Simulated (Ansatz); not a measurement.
**SiH₄ (singlet): one geometry, many settings at distance Si1–H5 = 1.165 Å**

Aim: run SiH₄ (singlet) at one geometry under a spread of methods and options, and see what each costs and gives.

The runs use Ansatz 0.2.0, Gaussian basis; the settings change from run to run.

18 further runs of the same task are left out: 2 for a mislabelled method, 12 that didn't finish, 4 set aside as unsound or not needed.

**1. What is computed**

The geometry derives from a PBE0/def2-TZVP stationary point (not a proven minimum). One bond is set to the value named and the two fragments are kept rigid.

5 atoms, charge 0, spin multiplicity 1.

Atoms are counted from 1 here; the program's logs count them from 0.

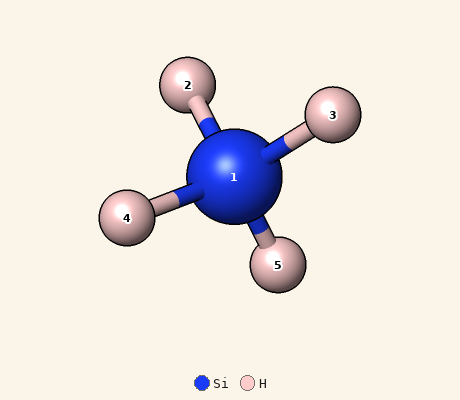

The structure; silicon blue, hydrogen pink; atoms are numbered from 1 in the order of the file.

Geometry (Å):

```xyz
5

Si    0.0058   -0.0058   -0.0058
H     0.8616    0.8529    0.8511
H    -0.8538   -0.8602    0.8517
H    -0.8489    0.8497   -0.8669
H     0.6794   -0.6805   -0.6752
```

**2. MP2 on RHF/def2-SVPD**

in.yaml reads:

```yaml
crystal:
  periodic: [false, false, false]
  atoms:
    - {symbol: Si, position_ang: [0.005800, -0.005809, -0.005764]}
    - {symbol: H, position_ang: [0.861649, 0.852935, 0.851067]}
    - {symbol: H, position_ang: [-0.853751, -0.860235, 0.851681]}
    - {symbol: H, position_ang: [-0.848931, 0.849726, -0.866912]}
    - {symbol: H, position_ang: [0.679424, -0.680550, -0.675226]}
basis:
  gaussian: {orbitals: def2-SVPD}
magnetization: {spin_polarized: false}
correlation: {method: mp2, electrons: valence}
output: {forces: true}
```

Run with:

```sh
ansatz run in.yaml --threads 1 --pin off --events-out ev --progress --plain --max-ram 2393MiB
```

Log:

```text
Functional definition: HF
  name "HF"
  cite "Fock, Z. Phys. 61, 126 (1930) doi:10.1007/BF01340294"
  parent pbe
  exchange = exact_x
  correlation = 0
546 factors; integrals over basis functions are off by at most 1.0e-3 eV
mean field evaluation 1: about -7920.5612 eV, gradient 1.0e1 eV
mean field evaluation 2: about -7920.5612 eV, gradient 1.0e1 eV
mean field evaluation 4: about -7921.1707 eV, gradient 3.6e-1 eV
mean field evaluation 8: about -7921.1718 eV, gradient 1.2e-5 eV
mean field -7921.17183204 eV, -291.0976956645 hartree, gradient 2.0e-6 eV, S^2 0.000000; 0 other end points of the search recorded, 0 dependent functions left out
5 core orbitals not correlated: weight in the atoms' cores, before any rotation towards them, 1.000 or more for the frozen orbitals, at most 0.000 for the correlated occupied ones
reference -7921.17183204 eV, -291.0976956645 hartree; 4, 4 occupied and 47, 47 virtual orbitals, 546 factors
second order -3.31106592 eV of doubles, -0.00000000 eV of singles
the calculation of the forces begins
Total energy: -7924.48289797 eV, -291.2193750929 hartree
Atom 0 at     0.005800    -0.005809    -0.005764 Å, force    -7.065947     7.077634     7.022292 eV/Å
Atom 1 at     0.861649     0.852935     0.851067 Å, force    -0.067037     0.051259     0.050813 eV/Å
Atom 2 at    -0.853751    -0.860235     0.851681 Å, force    -0.051139     0.067137     0.050793 eV/Å
Atom 3 at    -0.848931     0.849726    -0.866912 Å, force    -0.051198     0.051288     0.066721 eV/Å
Atom 4 at     0.679424    -0.680550    -0.675226 Å, force     7.235322    -7.247318    -7.190620 eV/Å
Dipole moment:     0.045312    -0.045387    -0.045032 e Å
```

Run time: 0.3 s. Hardware: 1 thread of Intel Xeon 6975P-C, shared host.

**3. CISD/def2-SVP**

in.yaml: that of step 2 with these lines changed.

```diff
@@ -9,5 +9,4 @@
 basis:
-  gaussian: {orbitals: def2-SVPD}
-magnetization: {spin_polarized: false}
-correlation: {method: mp2, electrons: valence}
-output: {forces: true}
+  gaussian: {orbitals: def2-SVP}
+correlation: {active_space: {ras: {orbitals: [4, 0, 29], electrons: 8, max_holes: 2, max_particles: 2}, fixed_orbitals: true}}
+accuracy: high
```

Same command.

Log:

```text
Functional definition: HF
  name "HF"
  cite "Fock, Z. Phys. 61, 126 (1930) doi:10.1007/BF01340294"
  parent pbe
  exchange = exact_x
  correlation = 0
788 factors; integrals over basis functions are off by at most 2.9e-9 eV
mean field evaluation 1: about -7920.5162 eV, gradient 1.0e1 eV
mean field evaluation 2: about -7920.5196 eV, gradient 1.0e1 eV
mean field evaluation 4: about -7921.1112 eV, gradient 3.5e-1 eV
mean field evaluation 8: about -7921.1122 eV, gradient 1.8e-5 eV
mean field -7921.11215079 eV, -291.0955024189 hartree, gradient 2.2e-8 eV, S^2 0.000000; 0 other end points of the search recorded, 0 dependent functions left out
reference -7921.11215079 eV, -291.0955024189 hartree; 9, 9 occupied and 29, 29 virtual orbitals, 788 factors
state -7924.91838091 eV, -291.2353787958 hartree
Total energy: -7924.91838091 eV, -291.2353787958 hartree
```

It took 0.51 s on 1 thread of Intel Xeon 6975P-C, shared host.

From the report: 9,461 determinants.

**4. CCSD/cc-pVDZ**

in.yaml: that of step 3 with these lines changed.

```diff
@@ -9,4 +9,6 @@
 basis:
-  gaussian: {orbitals: def2-SVP}
-correlation: {active_space: {ras: {orbitals: [4, 0, 29], electrons: 8, max_holes: 2, max_particles: 2}, fixed_orbitals: true}}
-accuracy: high
+  gaussian: {orbitals: cc-pVDZ, fitting: {mean_field: def2-universal-jkfit}}
+magnetization: {spin_polarized: false}
+hamiltonian: {xc: {name: r2SCAN}}
+correlation: {method: ccsd, electrons: outside_noble_gas}
+scf: {lower_state_search: off}
```

The command is unchanged.

Log (excerpt; [...] marks lines left out):

```text
Functional definition: r2SCAN
  name "r2SCAN"
  cite "Furness, Kaplan, Ning, Perdew & Sun, J. Phys. Chem. Lett. 11, 8208 (2020) doi:10.1021/acs.jpclett.0c02405"
  cite "Furness, Kaplan, Ning, Perdew & Sun, J. Phys. Chem. Lett. 11, 9248 (2020) doi:10.1021/acs.jpclett.0c03077"
  parent r2scan
[...]
200 factors; integrals over basis functions are off by at most 3.5e-1 eV
[...]
mean field -7939.71123864 eV, -291.7790062906 hartree, gradient 3.2e-7 eV, S^2 0.000000; 0 other end points of the search recorded, 0 dependent functions left out
5 core orbitals not correlated: weight in the atoms' cores, before any rotation towards them, 1.000 or more for the frozen orbitals, at most 0.000 for the correlated occupied ones
reference -7923.30774099 eV, -291.1761888705 hartree; 4, 4 occupied and 29, 29 virtual orbitals, 200 factors
second order -3.30084635 eV of doubles, -0.12945969 eV of singles
cycle   1  -4.00788419 eV  change   -5.8e-1 eV  update   4.7e-2
[...]
cycle   8  -4.19625249 eV  change    1.0e-6 eV  update   1.9e-6
Total energy: -7927.50399348 eV, -291.3303983052 hartree
Checks for a lower state left out: stability, starts, cluster_reference, orbital_swaps, neighbouring_geometries, increment
```

It took 0.45 s on 1 thread of Intel Xeon 6975P-C, shared host.

From the report: correlation -4.1963 eV; T1 0.015; largest double amplitude 0.03. The orbitals are Kohn-Sham ones, so correlation energy and T1 don't compare with those on Hartree-Fock orbitals.

**5. MP2 on RHF/aug-cc-pVDZ**

in.yaml: that of step 4 with these lines changed.

```diff
@@ -9,6 +9,4 @@
 basis:
-  gaussian: {orbitals: cc-pVDZ, fitting: {mean_field: def2-universal-jkfit}}
+  gaussian: {orbitals: aug-cc-pVDZ}
 magnetization: {spin_polarized: false}
-hamiltonian: {xc: {name: r2SCAN}}
-correlation: {method: ccsd, electrons: outside_noble_gas}
-scf: {lower_state_search: off}
+correlation: {method: mp2, electrons: outside_noble_gas}
```

Launched as before.

Log:

```text
Functional definition: HF
  name "HF"
  cite "Fock, Z. Phys. 61, 126 (1930) doi:10.1007/BF01340294"
  parent pbe
  exchange = exact_x
  correlation = 0
612 factors; integrals over basis functions are off by at most 7.2e-4 eV
mean field evaluation 1: about -7922.8884 eV, gradient 1.0e1 eV
mean field evaluation 2: about -7922.8882 eV, gradient 1.0e1 eV
mean field evaluation 4: about -7923.5376 eV, gradient 3.7e-1 eV
mean field evaluation 8: about -7923.5390 eV, gradient 3.2e-5 eV
mean field -7923.53895869 eV, -291.1846859643 hartree, gradient 1.2e-6 eV, S^2 0.000000; 0 other end points of the search recorded, 0 dependent functions left out
5 core orbitals not correlated: weight in the atoms' cores, before any rotation towards them, 1.000 or more for the frozen orbitals, at most 0.000 for the correlated occupied ones
reference -7923.53895869 eV, -291.1846859643 hartree; 4, 4 occupied and 54, 54 virtual orbitals, 612 factors
second order -3.32172246 eV of doubles, -0.00000000 eV of singles
Total energy: -7926.86068115 eV, -291.3067570132 hartree
```

It took 0.24 s on 1 thread of Intel Xeon 6975P-C, shared host.

**6. CISD/cc-pVDZ**

in.yaml: that of step 5 with these lines changed.

```diff
@@ -9,4 +9,3 @@
 basis:
-  gaussian: {orbitals: aug-cc-pVDZ}
-magnetization: {spin_polarized: false}
-correlation: {method: mp2, electrons: outside_noble_gas}
+  gaussian: {orbitals: cc-pVDZ}
+correlation: {active_space: {ras: {orbitals: [9, 0, 29], electrons: 18, max_holes: 2, max_particles: 2}, fixed_orbitals: true}}
```

Same command.

Log:

```text
Functional definition: HF
  name "HF"
  cite "Fock, Z. Phys. 61, 126 (1930) doi:10.1007/BF01340294"
  parent pbe
  exchange = exact_x
  correlation = 0
353 factors; integrals over basis functions are off by at most 1.1e-3 eV
mean field evaluation 1: about -7922.9396 eV, gradient 1.0e1 eV
mean field evaluation 2: about -7922.9407 eV, gradient 1.0e1 eV
mean field evaluation 4: about -7923.5276 eV, gradient 3.3e-1 eV
mean field evaluation 8: about -7923.5282 eV, gradient 1.5e-5 eV
mean field -7923.52824657 eV, -291.1842923011 hartree, gradient 1.6e-6 eV, S^2 0.000000; 0 other end points of the search recorded, 0 dependent functions left out
reference -7923.52824657 eV, -291.1842923011 hartree; 9, 9 occupied and 29, 29 virtual orbitals, 353 factors
state -7927.53909121 eV, -291.3316881228 hartree
Total energy: -7927.53909121 eV, -291.3316881228 hartree
```

Run time: 1 s. Hardware: 1 thread of Intel Xeon 6975P-C, shared host.

From the report: 50,204 determinants.

**7. NEVPT4(SD)(8,5)/STO-3G**

in.yaml: that of step 6 with these lines changed.

```diff
@@ -9,3 +9,3 @@
 basis:
-  gaussian: {orbitals: cc-pVDZ}
-correlation: {active_space: {ras: {orbitals: [9, 0, 29], electrons: 18, max_holes: 2, max_particles: 2}, fixed_orbitals: true}}
+  gaussian: {orbitals: STO-3G, point_charges: [{charge: -0.50, position_ang: [4.251, 0.003, 0.439]}]}
+correlation: {method: fic_nevpt4_sd, electrons: valence, active_space: {window: {electrons: 8, orbitals: 5}, states: [{multiplicity: 1, weights: [1, 0.5, 1, 1]}], root: 1}}
```

Same command.

Log (excerpt; [...] marks lines left out):

```text
Functional definition: HF
  name "HF"
  cite "Fock, Z. Phys. 61, 126 (1930) doi:10.1007/BF01340294"
  parent pbe
[...]
201 factors; integrals over basis functions are off by at most 2.3e-8 eV
[...]
mean field -7833.06969904 eV, -287.8600019944 hartree, gradient 6.7e-6 eV, S^2 0.000000; 0 other end points of the search recorded, 0 dependent functions left out
reference -7833.06969904 eV, -287.8600019944 hartree; 9, 9 occupied and 4, 4 virtual orbitals, 201 factors
state -7833.44051769 eV, -287.8736293285 hartree
state -7815.79379364 eV, -287.2251241811 hartree
state -7814.89994319 eV, -287.1922757826 hartree
state -7813.38759097 eV, -287.1366978638 hartree
state -7833.44051769 eV, -287.8736293285 hartree; corrected -7834.68988341 eV, -287.9195426718 hartree
state -7815.79379364 eV, -287.2251241811 hartree; corrected -7817.83000876 eV, -287.2999537063 hartree
[...]
state -7813.86859955 eV, -287.1543746031 hartree
state -7833.27391646 eV, -287.8675068460 hartree; corrected -7834.70522000 eV, -287.9201062809 hartree
state -7814.97864883 eV, -287.1951681618 hartree; corrected -7817.65990952 eV, -287.2937026746 hartree
state -7814.87024241 eV, -287.1911842993 hartree; corrected -7816.93266414 eV, -287.2669769000 hartree
state -7813.86859955 eV, -287.1543746031 hartree; corrected -7816.40680924 eV, -287.2476520886 hartree
state -7833.27391646 eV, -287.8675068460 hartree; corrected -7834.70522000 eV, -287.9201062809 hartree
state -7814.97864883 eV, -287.1951681618 hartree; corrected -7817.65990952 eV, -287.2937026746 hartree
state -7814.87024241 eV, -287.1911842993 hartree; corrected -7816.93266414 eV, -287.2669769000 hartree
state -7813.86859955 eV, -287.1543746031 hartree; corrected -7816.40680924 eV, -287.2476520886 hartree
WARN: the results are in doubt because another end's mean lies 0.035 eV lower, and its corrected mean 0.274 eV higher
Total energy: -7817.65990952 eV, -287.2937026746 hartree
In doubt: another end's mean lies 0.035 eV lower, and its corrected mean 0.274 eV higher
```

It took 0.33 s on 1 thread of Intel Xeon 6975P-C, shared host.

From the report: 25 determinants; active occupations (of the averaged states) 2.00, 1.86, 1.72, 1.70, 0.73. The program marks this result as in doubt; its last lines say why.

**8. CISD/cc-pVDZ**

in.yaml reads:

```yaml
crystal:
  periodic: [false, false, false]
  atoms:
    - {symbol: Si, position_ang: [0.005800, -0.005809, -0.005764]}
    - {symbol: H, position_ang: [0.861649, 0.852935, 0.851067]}
    - {symbol: H, position_ang: [-0.853751, -0.860235, 0.851681]}
    - {symbol: H, position_ang: [-0.848931, 0.849726, -0.866912]}
    - {symbol: H, position_ang: [0.679424, -0.680550, -0.675226]}
basis:
  gaussian: {orbitals: cc-pVDZ, point_charges: [{charge: 1.00, position_ang: [5.615, -0.255, -0.057]}]}
correlation: {active_space: {ras: {orbitals: [4, 0, 29], electrons: 8, max_holes: 2, max_particles: 2}, fixed_orbitals: true}}
scf: {lower_state_search: full}
output: {forces: true}
```

Same command.

Log (excerpt; [...] marks lines left out):

```text
Functional definition: HF
  name "HF"
  cite "Fock, Z. Phys. 61, 126 (1930) doi:10.1007/BF01340294"
  parent pbe
[...]
353 factors; integrals over basis functions are off by at most 9.8e-4 eV
[...]
mean field -7923.52786728 eV, -291.1842783624 hartree, gradient 2.0e-6 eV, S^2 0.000000; 0 other end points of the search recorded, 0 dependent functions left out
reference -7923.52786728 eV, -291.1842783624 hartree; 9, 9 occupied and 29, 29 virtual orbitals, 353 factors
state -7927.37007967 eV, -291.3254770635 hartree
[...]
Total energy: -7927.37007967 eV, -291.3254770635 hartree
Atom 0 at     0.005800    -0.005809    -0.005764 Å, force    -7.379076     6.926515     6.858794 eV/Å
Atom 1 at     0.861649     0.852935     0.851067 Å, force     0.133063     0.111550     0.115121 eV/Å
Atom 2 at    -0.853751    -0.860235     0.851681 Å, force    -0.014238     0.013961     0.106545 eV/Å
Atom 3 at    -0.848931     0.849726    -0.866912 Å, force    -0.014115     0.104402     0.016126 eV/Å
Atom 4 at     0.679424    -0.680550    -0.675226 Å, force     7.283535    -7.162233    -7.101783 eV/Å
Dipole moment:    -0.062195    -0.043650    -0.046833 e Å
```

Run time: 0.54 s. Hardware: 1 thread of Intel Xeon 6975P-C, shared host.

From the report: 18,561 determinants.

**9. CCSDT on RHF/def2-SVP**

in.yaml reads:

```yaml
crystal:
  periodic: [false, false, false]
  atoms:
    - {symbol: Si, position_ang: [0.005800, -0.005809, -0.005764]}
    - {symbol: H, position_ang: [0.861649, 0.852935, 0.851067]}
    - {symbol: H, position_ang: [-0.853751, -0.860235, 0.851681]}
    - {symbol: H, position_ang: [-0.848931, 0.849726, -0.866912]}
    - {symbol: H, position_ang: [0.679424, -0.680550, -0.675226]}
basis:
  gaussian: {orbitals: def2-SVP}
magnetization: {spin_polarized: false}
correlation: {method: ccsdt, electrons: outside_noble_gas}
scf: {omitted_lower_state_checks: [cluster_reference]}
output: {forces: true}
```

Launched as before.

Log (excerpt; [...] marks lines left out):

```text
Functional definition: HF
  name "HF"
  cite "Fock, Z. Phys. 61, 126 (1930) doi:10.1007/BF01340294"
  parent pbe
[...]
643 factors; integrals over basis functions are off by at most 1.7e-7 eV
[...]
mean field -7921.11215078 eV, -291.0955024184 hartree, gradient 5.2e-7 eV, S^2 0.000000; 0 other end points of the search recorded, 0 dependent functions left out
5 core orbitals not correlated: weight in the atoms' cores, before any rotation towards them, 1.000 or more for the frozen orbitals, at most 0.000 for the correlated occupied ones
reference -7921.11215078 eV, -291.0955024184 hartree; 4, 4 occupied and 29, 29 virtual orbitals, 643 factors
second order -3.16953878 eV of doubles, -0.00000000 eV of singles
cycle   1  -3.77772175 eV  change   -6.1e-1 eV  update   5.5e-2
[...]
cycle  10  -4.06087037 eV  change    1.4e-7 eV  update   5.9e-7
[...]
Total energy: -7925.17302115 eV, -291.2447366521 hartree
Atom 0 at     0.005800    -0.005809    -0.005764 Å, force    -7.004922     7.016508     6.961644 eV/Å
Atom 1 at     0.861649     0.852935     0.851067 Å, force    -0.040520     0.074400     0.073913 eV/Å
Atom 2 at    -0.853751    -0.860235     0.851681 Å, force    -0.074307     0.040658     0.073911 eV/Å
Atom 3 at    -0.848931     0.849726    -0.866912 Å, force    -0.074226     0.074337     0.040061 eV/Å
Atom 4 at     0.679424    -0.680550    -0.675226 Å, force     7.193976    -7.205904    -7.149530 eV/Å
Dipole moment:     0.043975    -0.044047    -0.043703 e Å
Checks for a lower state left out: cluster_reference
```

It took 2.4 s on 1 thread of Intel Xeon 6975P-C, shared host.

From the report: correlation -4.0609 eV; T1 0.010; largest double amplitude 0.04.

**10. CASSCF(2,4)/STO-3G**

in.yaml: that of step 9 with these lines changed.

```diff
@@ -9,6 +9,6 @@
 basis:
-  gaussian: {orbitals: def2-SVP}
-magnetization: {spin_polarized: false}
-correlation: {method: ccsdt, electrons: outside_noble_gas}
-scf: {omitted_lower_state_checks: [cluster_reference]}
+  gaussian: {orbitals: STO-3G, fitting: {mean_field: def2-universal-jkfit}}
+hamiltonian: {pseudopotentials: {relativity: none}}
+correlation: {active_space: {window: {electrons: 2, orbitals: 4}, states: [{multiplicity: 1, weights: [1, 1, 1]}]}}
+scf: {lower_state_search: full}
 output: {forces: true}
```

Same command.

Log (excerpt; [...] marks lines left out):

```text
Functional definition: HF
  name "HF"
  cite "Fock, Z. Phys. 61, 126 (1930) doi:10.1007/BF01340294"
  parent pbe
[...]
200 factors; integrals over basis functions are off by at most 7.5e-3 eV
[...]
mean field -7833.06452687 eV, -287.8598119206 hartree, gradient 3.9e-7 eV, S^2 0.000000; 0 other end points of the search recorded, 0 dependent functions left out
reference -7833.06452687 eV, -287.8598119206 hartree; 9, 9 occupied and 4, 4 virtual orbitals, 200 factors
state -7833.39583885 eV, -287.8719874112 hartree
state -7815.75509920 eV, -287.2237021866 hartree
state -7815.62365832 eV, -287.2188718234 hartree
[...]
Total energy: -7821.59153212 eV, -287.4381871404 hartree
Atom 0 at     0.005800    -0.005809    -0.005764 Å, force    -5.254889     7.523389     5.218201 eV/Å
Atom 1 at     0.861649     0.852935     0.851067 Å, force     1.863189     1.257363     2.298259 eV/Å
Atom 2 at    -0.853751    -0.860235     0.851681 Å, force    -1.260191    -1.812121     1.258149 eV/Å
Atom 3 at    -0.848931     0.849726    -0.866912 Å, force    -2.292537     1.249566    -1.875443 eV/Å
Atom 4 at     0.679424    -0.680550    -0.675226 Å, force     6.944428    -8.218196    -6.899165 eV/Å
Dipole moment:    -0.169221    -0.418502     0.169274 e Å
```

Wall time 0.12 s (1 thread of Intel Xeon 6975P-C, shared host).

From the report: 16 determinants; active occupations (of the averaged states) 1.31, 0.33, 0.33, 0.03.

**11. The runs in one table**

Where basis and cores are those of an earlier RCCSDT(Q)/cc-pVDZ run (-7927.6315 eV), and the state is the same kind, the miss against it is given. † marks a result that the program doubts.

```
                                                                         level         correlated  functions  energy (eV)  from RCCSDT(Q) (meV)    time
                                                          MP2 on RHF/def2-SVPD            valence         56   -7924.4829                         0.3 s
                                                                 CISD/def2-SVP  outside noble gas         38   -7924.9184                        0.51 s
                                             CCSD/cc-pVDZ (on r2SCAN orbitals)  outside noble gas         38   -7927.5040                 127.5  0.45 s
                                                        MP2 on RHF/aug-cc-pVDZ  outside noble gas         63   -7926.8607                        0.24 s
                                                                  CISD/cc-pVDZ                all         38   -7927.5391                           1 s
NEVPT4(SD)(8,5)/STO-3G (excited root 1 of an average, beside a point charge) †            valence         13   -7817.6599                        0.33 s
                                          CISD/cc-pVDZ (beside a point charge)  outside noble gas         38   -7927.3701                        0.54 s
                                                         CCSDT on RHF/def2-SVP  outside noble gas         38   -7925.1730                         2.4 s
                                   CASSCF(2,4)/STO-3G (mean of several states)                            13   -7821.5915                        0.12 s
```

**12. Summary of results**

| quantity | value |
| --- | --- |
| runs | 9 |
| quickest | CASSCF(2,4)/STO-3G (mean of several states), 0.12 s |
| slowest | CCSDT on RHF/def2-SVP, 2.4 s |

**Reading.** Total energies in different bases, with other cores or another treatment of relativity can't be set against each other. CCSDT on RHF/def2-SVP took 20 times as long as CASSCF(2,4)/STO-3G (mean of several states); the jobs differ in more than the method. Cores frozen from Kohn-Sham orbitals shift the total energy.
